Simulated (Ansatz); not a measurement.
The figure comes from a scan of SiC (zinc blende): a phonon pattern at L = (0.5, 0.0, 0.0) is frozen into a 4-atom cell, Q being the largest atomic displacement. Calculation: PBE (plane waves to 420 eV, PAW, scalar-relativistic; Ansatz, a program for electronic structure). k mesh 13×13×13 (Γ-centred), Fermi-Dirac smearing 0.05 eV. Energies are smeared free energies. SiC was relaxed with its symmetry unable to fall. The zero of ΔE is the undisplaced structure.

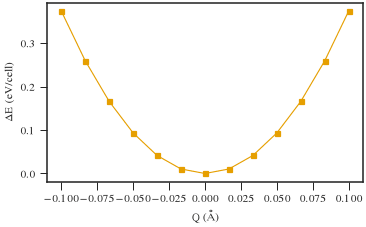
*ΔE (eV/cell) against Q (Å); computed points joined by lines.*

### Question
List the plotted points as numbers.

### Answer
To the nearest 0.005:

```json
[
 {"Q (Å)": "-0.100", "ΔE (eV/cell)": "0.375"},
 {"Q (Å)": "-0.083", "ΔE (eV/cell)": "0.260"},
 {"Q (Å)": "-0.067", "ΔE (eV/cell)": "0.165"},
 {"Q (Å)": "-0.050", "ΔE (eV/cell)": "0.095"},
 {"Q (Å)": "-0.033", "ΔE (eV/cell)": "0.040"},
 {"Q (Å)": "-0.017", "ΔE (eV/cell)": "0.010"},
 {"Q (Å)": "0.000", "ΔE (eV/cell)": "0.000"},
 {"Q (Å)": "0.017", "ΔE (eV/cell)": "0.010"},
 {"Q (Å)": "0.033", "ΔE (eV/cell)": "0.040"},
 {"Q (Å)": "0.050", "ΔE (eV/cell)": "0.095"},
 {"Q (Å)": "0.067", "ΔE (eV/cell)": "0.165"},
 {"Q (Å)": "0.083", "ΔE (eV/cell)": "0.260"},
 {"Q (Å)": "0.100", "ΔE (eV/cell)": "0.375"}
]
```

(For displaced atoms, the force is minus the slope of the energy, and its curvature is a force constant, which sets phonon frequencies.)
